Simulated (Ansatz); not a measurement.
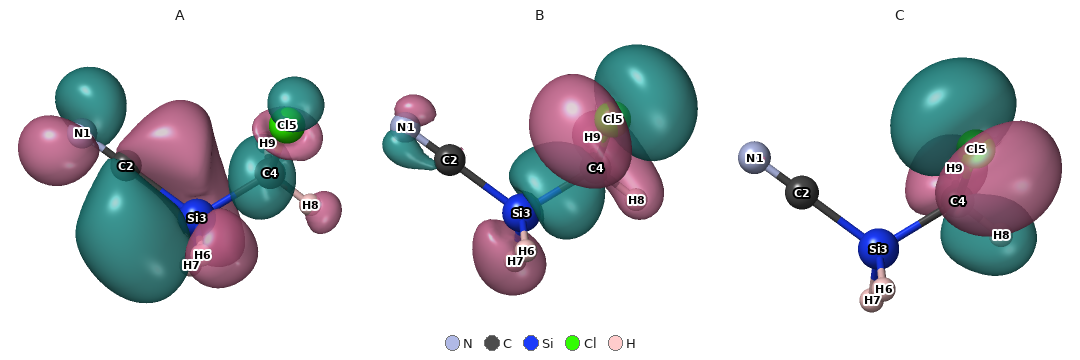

The picture shows: C₂H₄ClNSi (SMILES N#C[SiH2]CCl). Three frontier orbitals at ±0.08 Å⁻³ᐟ² (teal and pink are the two phases), in no order.

Not at a stationary point (largest force 1.1 eV/Å).

These are results of SCF PBE0, Gaussian basis in Ansatz 0.2.0, not measurements.

```xyz
9

N     2.8259   -1.1305    0.0890
C     1.8836   -0.4520    0.1213
Si    0.3653    0.6486    0.1400
C    -1.1676   -0.2757   -0.3017
Cl   -1.5822   -1.4256    0.9895
H     0.2062    1.3271    1.4581
H     0.5413    1.7538   -0.8451
H    -2.0206    0.3980   -0.4220
H    -1.0518   -0.8438   -1.2290
```

Q: Which picture is the HOMO−1, the HOMO and the LUMO?

A: C is the HOMO−1 (−8.91 eV). By Hirshfeld shares it lies mainly on Cl5 (about 85 %) and C4 (about 10 %); largely a lone pair of Cl5. B is the HOMO (−8.56 eV). It lies mainly on Cl5 (about 65 %), C4 (about 15 %) and Si3 (about 10 %); largely a lone pair of Cl5. A is the LUMO (−0.67 eV). By Hirshfeld shares it lies mainly on Si3 (about 30 %), N1 (about 25 %), C2 (about 25 %) and C4 (about 10 %).

Q: What is the HOMO–LUMO gap?

A: 7.89 eV between the orbital energies.
